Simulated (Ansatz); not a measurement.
The figure comes from a scan of AgBr (rock salt): the cell is scaled evenly about its relaxed volume V₀. All values below come from PBEsol (plane waves to 420 eV, PAW, scalar-relativistic; Ansatz, a quantum-chemistry and plane-wave program). k mesh 10×10×10 (Γ-centred), Fermi-Dirac smearing 0.05 eV. Compression counts positive. AgBr was relaxed with its symmetry unable to fall. 

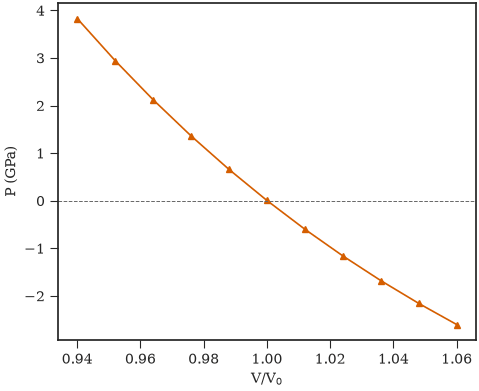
Figure: P (GPa) against V/V₀; one marker a computed point.

Problem. Turn the plot into a table (rounded to what can be read).

Solution. To the nearest 0.1:

| V/V₀ | P (GPa) |
|---|---|
| 0.940 | 3.8 |
| 0.952 | 2.9 |
| 0.964 | 2.1 |
| 0.976 | 1.4 |
| 0.988 | 0.7 |
| 1.000 | 0.0 |
| 1.012 | -0.6 |
| 1.024 | -1.2 |
| 1.036 | -1.7 |
| 1.048 | -2.2 |
| 1.060 | -2.6 |

(A scan under strain: stresses follow from slopes of the energy per volume, elastic moduli from its curvatures.)
